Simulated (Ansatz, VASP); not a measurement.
# BiN: VASP beside Ansatz

Aim: how closely do two programs agree when they are given the same cell, functional and k mesh? The cell is invented: As first built, before any earlier steps moved the atoms: it takes the LuN structure with some of its atoms replaced by other elements, volume scaled by an estimate. It may not be a known or stable phase. The cell comes out of the VASP series on this material, whose earlier steps may have relaxed, scaled or displaced it; both programs get it as it stands.

Calculated with Ansatz 0.2.0; plane waves, with VASP 6.6.1 beside it; relaxation of cell and atoms at BLYP.

**1. The structure**

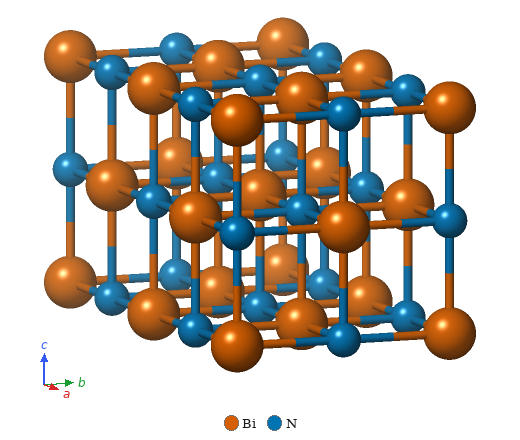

The starting structure, seen slightly off an axis (bismuth orange, nitrogen blue). 2×1×1 cells are drawn. This picture shows the conventional cell, with its axes. Some periodic images of atoms are drawn too.

As a file:

```xyz
2
Lattice="0.0000 2.6122 2.6122 2.6122 0.0000 2.6122 2.6122 2.6122 0.0000" Properties=species:S:1:pos:R:3 pbc="T T T"
Bi    0.0000    0.0000    0.0000
N     2.6122    2.6122    2.6122
```

**2. VASP: relaxation of cell and atoms, BLYP**

The relaxed volume is the usual yardstick between codes: its relative difference is about their pressure difference at one cell divided by the bulk modulus.

Lines of VASP's logs that name or quote its potential files are left out, and so is its time.

The input, INCAR:

```
SYSTEM = BiN
PREC = Accurate
ENCUT = 520
EDIFF = 1E-06
NELM = 100
ISMEAR = -1
SIGMA = 0.05
LREAL = .FALSE.
ALGO = Normal
GGA = B5
ALDAX = 1
AGGAX = 1
AGGAC = 1
ALDAC = 0
NBANDS = 16
LORBIT = 11
LWAVE = .FALSE.
LCHARG = .FALSE.
IBRION = 2
NSW = 60
ISIF = 3
EDIFFG = -0.01
```

The input, POSCAR:

```
BiN
1.0
    0.0000000000      2.6122405385      2.6122405385
    2.6122405385      0.0000000000      2.6122405385
    2.6122405385      2.6122405385      0.0000000000
Bi N
1 1
Direct
    0.0000000000      0.0000000000      0.0000000000
    0.5000000000      0.5000000000      0.5000000000
```

The input, KPOINTS:

```
Automatic mesh
0
Gamma
7 7 7
0 0 0
```

The projector-augmented-wave data sets are Bi_d and N (PBE family, release 64).

The run is started by

```sh
> mpirun -np 1 vasp_std
```

Numbers of over 12 decimals in the logs are rounded to 6 here.

The program printed:

```text
[banner, memory and clock lines left out]
running    1 mpi-ranks, on    1 nodes
 distrk:  each k-point on    1 cores,    1 groups
 distr:  one band on    1 cores,    1 groups

 POSCAR found type information on POSCAR BiN
 POSCAR found :  2 types and       2 ions
|                                                                             |
|               ----> ADVICE to this user running VASP <----                  |
|                                                                             |
|     You enforced a specific xc type in the INCAR file but a different       |
|     [... a line on the potential file left out ...]
|     I HOPE YOU KNOW WHAT YOU ARE DOING!                                     |
|                                                                             |

 LDA part: xc-table for (Slater(with rela. corr.)+VWN5), standard interpolation
 POSCAR, INCAR and KPOINTS ok, starting setup
 FFT: planning ... GRIDC
 FFT: planning ... GRID_SOFT
 FFT: planning ... GRID
 WAVECAR not read
 entering main loop
       N       E                     dE             d eps       ncg     rms          rms(c)
DAV:   1     0.160728383882E+03    0.16073E+03   -0.10810E+04   664   0.151E+03
DAV:   2    -0.979786778576E+00   -0.16171E+03   -0.15657E+03   768   0.397E+02
DAV:   3    -0.120200185483E+02   -0.11040E+02   -0.11013E+02   768   0.102E+02
DAV:   4    -0.122653197121E+02   -0.24530E+00   -0.24525E+00   848   0.164E+01
DAV:   5    -0.122738239650E+02   -0.85043E-02   -0.85042E-02   976   0.253E+00    0.956E+00
DAV:   6    -0.101128144087E+02    0.21610E+01   -0.28153E+01   896   0.287E+01    0.607E+00
DAV:   7    -0.952280778556E+01    0.59001E+00   -0.47569E+00   760   0.972E+00    0.161E+00
DAV:   8    -0.952235935347E+01    0.44843E-03   -0.20024E-01   752   0.303E+00    0.670E-01
DAV:   9    -0.951841317145E+01    0.39462E-02   -0.22132E-02   912   0.944E-01    0.248E-01
DAV:  10    -0.951860729504E+01   -0.19412E-03   -0.45625E-03   744   0.551E-01    0.552E-02
DAV:  11    -0.951862327426E+01   -0.15979E-04   -0.19335E-04   848   0.119E-01    0.232E-02
DAV:  12    -0.951862006235E+01    0.32119E-05   -0.34665E-05   792   0.379E-02    0.678E-03
DAV:  13    -0.951861842210E+01    0.16403E-05   -0.46829E-06   800   0.142E-02    0.105E-03
DAV:  14    -0.951861828851E+01    0.13359E-06   -0.40135E-07   440   0.390E-03
   1 F= -.95186183E+01 E0= -.95184824E+01  d E =-.951862E+01
 curvature:   0.00 expect dE= 0.000E+00 dE for cont linesearch  0.000E+00
 trial: gam= 0.00000 g(F)=  0.519E-60 g(S)=  0.114E-02 ort = 0.000E+00 (trialstep = 0.100E+01)
 search vector abs. value=  0.114E-02
 bond charge predicted
       N       E                     dE             d eps       ncg     rms          rms(c)
DAV:   1    -0.953439878181E+01   -0.15780E-01   -0.40634E-01   824   0.105E+01    0.722E-01
DAV:   2    -0.952127752252E+01    0.13121E-01   -0.31447E-02   816   0.247E+00    0.258E-01
DAV:   3    -0.951899331903E+01    0.22842E-02   -0.86544E-03   944   0.135E+00    0.104E-01
DAV:   4    -0.951874363866E+01    0.24968E-03   -0.16077E-03   864   0.424E-01    0.236E-02
DAV:   5    -0.951875961933E+01   -0.15981E-04   -0.14094E-04   728   0.951E-02    0.905E-03
DAV:   6    -0.951875743079E+01    0.21885E-05   -0.10185E-05   992   0.443E-02    0.513E-03
DAV:   7    -0.951875765134E+01   -0.22054E-06   -0.14772E-06   648   0.102E-02
   2 F= -.95187577E+01 E0= -.95186181E+01  d E =-.139363E-03
 trial-energy change:   -0.000139  1 .order   -0.000112   -0.001142    0.000918
 step:   0.5739(harm=  0.5544)  dis= 0.00000  next Energy=    -9.518951 (dE=-0.333E-03)
 bond charge predicted
       N       E                     dE             d eps       ncg     rms          rms(c)
DAV:   1    -0.952179823083E+01   -0.30408E-02   -0.72893E-02   824   0.437E+00    0.308E-01
DAV:   2    -0.951939129178E+01    0.24069E-02   -0.56646E-03   816   0.106E+00    0.110E-01
DAV:   3    -0.951897831476E+01    0.41298E-03   -0.15504E-03   944   0.577E-01    0.438E-02
DAV:   4    -0.951893722409E+01    0.41091E-04   -0.28189E-04   848   0.178E-01    0.100E-02
DAV:   5    -0.951894643941E+01   -0.92153E-05   -0.24956E-05   688   0.392E-02    0.375E-03
DAV:   6    -0.951894625196E+01    0.18746E-06   -0.15154E-06   544   0.178E-02
   3 F= -.95189463E+01 E0= -.95188083E+01  d E =-.327963E-03
 curvature:  -0.28 expect dE=-0.130E-05 dE for cont linesearch -0.130E-05
 trial: gam= 0.00000 g(F)=  0.858E-60 g(S)=  0.468E-05 ort =-0.731E-04 (trialstep = 0.915E+00)
 search vector abs. value=  0.468E-05
 reached required accuracy - stopping structural energy minimisation
```

From OUTCAR (step 2):

```text
ion  position               nearest neighbor table
   1  0.000  0.000  0.000-   2 2.61   2 2.61   2 2.61   2 2.61   2 2.61   2 2.61
   2  0.500  0.500  0.500-   1 2.61   1 2.61   1 2.61   1 2.61   1 2.61   1 2.61

  LATTYP: Found a face centered cubic cell.
 ALAT       =     5.2244810770

 Subroutine GETGRP returns: Found 48 space group operations
 (whereof 48 operations were pure point group operations)

The static configuration has the point symmetry O_h .

 Found     20 irreducible k-points:

   k-points           NKPTS =     20   k-points in BZ     NKDIM =     20   number of bands    NBANDS=     16

   dimension x,y,z NGX =    28 NGY =   28 NGZ =   28
   dimension x,y,z NGXF=    56 NGYF=   56 NGZF=   56

   ENCUT  =  520.0 eV  38.22 Ry    6.18 a.u.   6.87  6.87  6.87*2*pi/ulx,y,z

   NELECT =      20.0000    total number of electrons

 k-points in reciprocal lattice and weights: Automatic mesh
   0.00000000  0.00000000  0.00000000       0.003
   0.14285714  0.00000000  0.00000000       0.023
   0.28571429  0.00000000  0.00000000       0.023
   0.42857143  0.00000000  0.00000000       0.023
   0.14285714  0.14285714  0.00000000       0.017
   0.28571429  0.14285714  0.00000000       0.070
   0.42857143  0.14285714  0.00000000       0.070
  -0.42857143  0.14285714  0.00000000       0.070
  -0.28571429  0.14285714  0.00000000       0.070
[...]
-0.42857143  0.42857143  0.14285714       0.070
  -0.28571429  0.42857143  0.14285714       0.070

 average (electrostatic) potential at core
       1-103.2879       2 -60.0388

 E-fermi :   8.6752

 k-point     1 :       0.0000    0.0000    0.0000
  band No.  band energies     occupation
    ...
      6      -7.3002      2.00000
      7       0.8991      2.00000
      8       6.5469      2.00000
      9       6.5469      2.00000
     10       6.5469      2.00000
     11      14.1503      0.00000
     12      14.1503      0.00000
     13      14.1503      0.00000
     14      18.0633      0.00000
     15      18.1003      0.00000
    ...

 k-point     2 :       0.1429    0.0000    0.0000
  band No.  band energies     occupation
    ...
      6      -7.0243      2.00000
      7       0.3297      2.00000
      8       6.6227      2.00000
      9       6.6227      2.00000
     10       6.8453      2.00000
     11      12.4512      0.00000
     12      13.3491      0.00000
     13      13.3491      0.00000
     14      16.8484      0.00000
     15      18.6701      0.00000
    ...

 k-point     3 :       0.2857    0.0000    0.0000
  band No.  band energies     occupation
    ...
      6      -6.2342      2.00000
      7      -1.0253      2.00000
      8       6.8347      2.00000
      9       6.8347      2.00000
     10       7.3732      2.00000
     11      10.2885      0.00000
     12      11.9496      0.00000
     13      11.9496      0.00000
     14      16.8640      0.00000
     15      19.9948      0.00000
    ...

  Total       -0.0080430     -0.0080430     -0.0080430      0.0000000      0.0000000     -0.0000000
  in kB       -0.3595814     -0.3595814     -0.3595814      0.0000000      0.0000000     -0.0000000
  external PRESSURE =      -0.3595814 kB  Pullay stress =       0.0000000 kB

  energy-cutoff  :      520.00
  volume of cell :       35.84
      direct lattice vectors                 reciprocal lattice vectors
     0.000000000  2.616783005  2.616783005    -0.191074307  0.191074307  0.191074307
     2.616783005  0.000000000  2.616783005     0.191074307 -0.191074307  0.191074307
     2.616783005  2.616783005 -0.000000000     0.191074307  0.191074307 -0.191074307

 POSITION                                       TOTAL-FORCE (eV/Angst)
 -----------------------------------------------------------------------------------
      0.00000      0.00000      0.00000         0.000000     -0.000000     -0.000000
      2.61678      2.61678      2.61678        -0.000000      0.000000      0.000000
 -----------------------------------------------------------------------------------
    total drift:                                0.000000      0.000000      0.000000

  FREE ENERGIE OF THE ION-ELECTRON SYSTEM (eV)
  ---------------------------------------------------
  free  energy   TOTEN  =        -9.5189462520 eV

  energy  without entropy=       -9.5186703935  energy(sigma->0) =       -9.51880832

 reached required accuracy - stopping structural energy minimisation

 total charge
# of ion       s       p       d       tot
------------------------------------------
    1        1.641   0.974   9.987  12.602
    2        1.298   2.239   0.000   3.537
--------------------------------------------------
tot          2.940   3.213   9.987  16.140

[... 3 further parts left out ...]
```

CONTCAR:

```
BiN
   1.00000000000000
     0.0000000000000000    2.6167830047245753    2.6167830047245753
     2.6167830047245757    0.0000000000000000    2.6167830047245753
     2.6167830047245757    2.6167830047245753   -0.0000000000000000
  Bi              N
     1     1
Direct
     0.0000000000000000    0.0000000000000000    0.0000000000000000
     0.5000000000000000    0.5000000000000000    0.5000000000000000
```

**3. Ansatz: relaxation of cell and atoms, BLYP**

Ansatz runs on its default PAW (the set named soft_2) files.

The same cell, functional (in two slightly different forms), mesh and smearing now go to Ansatz, which takes its cutoff from its data sets.

The input, input.yaml:

```yaml
crystal:
  lattice:
    - [0.0, 2.6122405385, 2.6122405385]
    - [2.6122405385, 0.0, 2.6122405385]
    - [2.6122405385, 2.6122405385, 0.0]
  atoms:
    - { symbol: Bi, position: [0.0, 0.0, 0.0] }
    - { symbol: "N", position: [0.5, 0.5, 0.5] }
hamiltonian:
  xc: blyp
  pseudopotentials: { kind: paw }
kpoints:
  mp_grid: { grid: [7, 7, 7] }
scf:
  occupations: { method: fermi_dirac, width: 0.05 }
relax:
  f_tol: 0.01
  max_steps: 60
  cell: { stress_tol: 0.05 }
output:
  forces: true
  stress: true
```

The run is started by

```sh
> ansatz run input.yaml --threads 4 --pin off --max-ram 9216MiB --backend cpu --events-out ev --progress --plain --runs-dir out
```

The program printed:

```text
Engine: ansatz 0.2.0, aarch64-unknown-linux-gnu
Pseudopotentials: kind: paw
Pseudopotential: Bi, paw, valence charge 15, recommended cutoff 420 eV (normal), Bi.paw.azcp
Pseudopotential: N, paw, valence charge 5, recommended cutoff 420 eV (normal), N.paw.azcp
Functional definition: BLYP
  parameter beta = 0.0042
  parameter a = 0.04918
  parameter b = 0.132
  parameter c = 0.2533
  parameter d = 0.349
  exchange = b88_x(beta = beta)
  correlation = lyp_c(a = a, b = b, c = c, d = d)
Crystal: 2 atoms, lattice volume = 35.651 Å³
Basis set: ecut = 420 eV, 725 PW (Γ), exchange–correlation on 50×50×50 points (8 copies of the dense FFT grid, shifted against one another)
Bands: 14, of which v1, the nominal top of the filled ones, is band 10 counted from 1 (9 counted from 0)
Symmetry: 48 space group operations
Space group: Fm-3m (ITA 225), of the structure as read, at distance tolerance 3.3e-5 Å
k-points: 20 of 343
Non-local potential: Bi, projectors of the file, l = 0: 2, l = 1: 2, l = 2: 2, l = 3: 2
Non-local potential: N, projectors of the file, l = 0: 2, l = 1: 2, l = 2: 1
PAW form: soft (Blöchl's): semilocal exchange-correlation on the pseudo side does not see the compensation charge
PAW frozen core: Bi, regenerated for the run's functional, and the local potential with it (the file was generated under x = pbe(κ = 0.804, μ = 0.219515), c = pbe(β = 0.066725))
PAW frozen core: N, regenerated for the run's functional, and the local potential with it (the file was generated under x = pbe(κ = 0.804, μ = 0.219515), c = pbe(β = 0.066725))
PAW one-centre angular grid: Bi, 590 points (default); XC on 64 Gauss nodes
PAW one-centre angular grid: N, 110 points (default); XC on 64 Gauss nodes
Initial density: superposition of atomic densities (neutral atoms: chi_scale 0, normalization atom), corrected by the library's trained network
Initial wavefunctions: pseudopotential atomic-orbital guess
Functional: x = b88, c = lyp
SCF iter   1: F=—  HF=-12809.002542 eV  |F-HF|=—  |Δ(HF+E_count)|=         —  Δρ=1.87e-2  dr2=1.40e-1  ethr=1.77e-3  ⟨swp⟩=5.7  Hψ=1465  notcnv=0
preconditioner: auto → none  [insulator: Δε(μ)=0.771 eV  Ē_g=19.392 eV  σ=0.050 eV  W_gap=1.00  n_scr=14 (ndim 8)  ℏωp=27.8 eV  f_vac=0.000  D(μ)=0.00/eV (n_scr^D=0)  ε∞_Penn≈3.1]
SCF iter   2: F=—  HF=-12808.978475 eV  |F-HF|=—  |Δ(HF+E_count)|=   2.41e-2  Δρ=6.81e-3  dr2=2.13e-2  ethr=6.99e-4  ⟨swp⟩=2.0  Hψ=493  notcnv=0
SCF iter   3: F=—  HF=-12808.974749 eV  |F-HF|=—  |Δ(HF+E_count)|=   3.73e-3  Δρ=7.17e-4  dr2=1.26e-4  ethr=1.07e-4  ⟨swp⟩=2.1  Hψ=407  notcnv=0
SCF iter   4: F=—  HF=-12808.974789 eV  |F-HF|=—  |Δ(HF+E_count)|=   4.07e-5  Δρ=2.29e-4  dr2=1.63e-5  ethr=6.29e-7  ⟨swp⟩=2.5  Hψ=452  notcnv=0
SCF iter   5: F=—  HF=-12808.974789 eV  |F-HF|=—  |Δ(HF+E_count)|=   9.59e-8  Δρ=2.18e-5  dr2=7.95e-8  ethr=8.13e-8  ⟨swp⟩=2.1  Hψ=358  notcnv=0
SCF iter   6: F=-12808.974790 eV  HF=-12808.974790 eV  |F-HF|=5.59e-9  |Δ(HF+E_count)|=   2.10e-7  Δρ=4.37e-6  dr2=2.50e-9  ethr=3.98e-10  ⟨swp⟩=3.0  Hψ=1193  notcnv=0
SCF 1 converged in 6 iterations: F = -12808.974790 eV  dr2 = 2.50e-9
  greatest PAW one-centre occupation: 0.991 electrons in one spin orbital (limit 2), on the Bi atom at site 0 (counted from 0), in its partial waves of l = 2
relax step   1: F+E_penalty+E_count = -12808.97478953 eV  Δ(F+E_penalty+E_count) = +0.000e0 eV  max|allowed force component| = 4.191e-30 eV/Å  Δτ_max = 0.0000 Å  P = +0.321 GPa  Ω = 35.651 Å³  (6 SCF iters, dr2 threshold 1.00e-7 eV, accepted)
[...]
relax step   2: F+E_penalty+E_count = -12808.97399117 eV  Δ(F+E_penalty+E_count) = +7.984e-4 eV  max|allowed force component| = 6.097e-30 eV/Å  Δτ_max = 0.0000 Å  P = -0.559 GPa  Ω = 35.932 Å³  energy of the carried Pulay correction = -5.844e-4 eV  (6 SCF iters, dr2 threshold 2.00e-7 eV, rejected (line search))
[...]
relax step   3: F+E_penalty+E_count = -12808.97467804 eV  Δ(F+E_penalty+E_count) = +1.115e-4 eV  max|allowed force component| = 2.892e-30 eV/Å  Δτ_max = 0.0000 Å  P = -0.003 GPa  Ω = 35.753 Å³  energy of the carried Pulay correction = -2.128e-4 eV  (7 SCF iters, accepted)
[...]
relax step   4: F+E_penalty+E_count = -12808.97487882 eV  Δ(F+E_penalty+E_count) = -2.008e-4 eV  max|allowed force component| = 2.761e-30 eV/Å  Δτ_max = 0.0000 Å  P = +0.006 GPa  Ω = 35.753 Å³  stress off target by 6.08e-3 GPa  SCF on the basis re-selected at this cell (its energy is not comparable with the rows above)  (9 SCF iters)
basis re-selected at this cell: Δ(F+E_penalty+E_count) = -2.008e-4 eV, ΔP = +0.009 GPa vs the last step (what re-selecting the basis moved, of the pressure what is left beyond the Pulay correction that the steps carried, after the strain that the cell walked since its last selection, with what the two solves' SCF thresholds leave and, on support functions, any second-order correction that the steps lacked; it is no m [...]
SCF converged after 9 iterations
Free energy (F): -12808.974879 eV
Harris-Foulkes:  -12808.974879 eV  (|F-HF|=0.00e0)
Internal energy: -12808.974612 eV  (E = F + TS)
E sigma→0 (E₀):  -12808.974746 eV
Entropy (-TS):   -0.000267 eV (-0.133 meV/atom)
Fermi energy:    12.610618 eV
--- Per-component energies (eV) ---
  E_band       = -45.520131
  E_kinetic    = 427.667942
  E_local      = -1456.647242  (includes V_loc(G=0)·N_el)
  E_nonlocal   = 606.085387
  E_hartree    = 447.357260
  E_xc         = -208.438828
  E_vxc        = -216.565200  (∫ρ·V_xc dr)
  E_paw        = -10821.783102  (= ΣΔE_a)
  E_vpaw       = -300.775142  (= ΣTr[D̂ρ^β])
  E_aug_tail   = -0.000396  (compensation charges beyond the density's cutoff)
  E_ewald      = -1803.133095
  E_core_change = -0.082539  (= ΣΔE_core)
  E_smearing   = -0.000267  (= −TS)
  E_closure    = 0.000000  (closes the sum)
  Σ components = -12808.974879   (vs F -12808.974879, Δ=0.00e0)
--- Forces (eV/Å), atoms counted from 1 ---
  atom   1  Bi    -0.00000000     0.00000000     0.00000000
  atom   2  N      0.00000000    -0.00000000     0.00000000
  max |Σ_I F_I| component: 5.00e-30 eV/Å
--- Stress (GPa, compression-positive) ---
        0.006075      -0.000000      -0.000000
       -0.000000       0.006075      -0.000000
       -0.000000      -0.000000       0.006075
  P = ⅓ Tr σ = 0.0061 GPa (0.061 kbar)
--- Relaxed structure (3 steps of the walk, 2 accepted, 1 SCFs on fresh bases) ---
  F+E_penalty+E_count = -12808.97487882 eV   max|allowed force component| = 2.761e-30 eV/Å   (the final SCF, on the basis selected at the relaxed cell)
  cell:  # Å, volume = 35.7531 Å³
    - [0, 2.614735, 2.614735]
    - [2.614735, 0, 2.614735]
    - [2.614735, 2.614735, 0]
  atoms:
    - { symbol: Bi, position: [0, 0, 0] }
    - { symbol: N, position: [0.5, 0.5, 0.5] }
```

Wall time 1.4 s (4 threads of Arm Neoverse V2, shared host); peak memory 0.29 GiB.

**4. Differences**

Known differences besides the PAW data sets themselves: both relaxations stop at a tolerance, which leaves soft axes loose, and VASP keeps its plane-wave basis; the cutoff is 420 eV in Ansatz and 520 eV in VASP; Ansatz makes its cores anew for this functional, VASP keeps those of its PBE data sets; VASP leaves aspherical gradient terms in its spheres out (LASPH is not set), Ansatz keeps them; VASP's log shows a relativistic correction to its local exchange, Ansatz's none; Ansatz adds a Pulay correction to the stress that steers its cell, VASP none. Total energies have different zeros and are not compared.

Both answers:

| quantity | Ansatz | VASP | difference |
| --- | --- | --- | --- |
| volume (Å³) | 35.75 | 35.84 | -0.23 % |
| edge a after relaxation, in the typed setting (Å) | 3.698 | 3.701 | -0.08 % |

The walks stopped with 0.01 GPa left in Ansatz and -0.04 GPa in VASP; each walk ends within a tolerance, so the volume difference is uncertain by about these residues over the bulk modulus, most in soft cells.

**5. What came out**

```json
{"difference in volume (relaxation of cell and atoms, BLYP)": "-0.23 %"}
```

The difference in volume is -0.23 % (relaxation of cell and atoms, BLYP), within the 1.2 % picked in this series as the mark of a large difference, as far as the stopping tolerances let one tell. How closely two codes agree says nothing of how well the functional describes the real material.

[Lines on the potential files, build, host, timing and source positions are cut from VASP's logs without a mark.]

[Logs are printed without paths, hosts, clocks, repeated set-up lines and the standing remarks that a program may print on its own settings, such as how far it seeks lower states.]

[Hosts, paths, dates, database ids (printed as entryN), source tags and the programs' standing remarks are cut or masked in the printed files.]
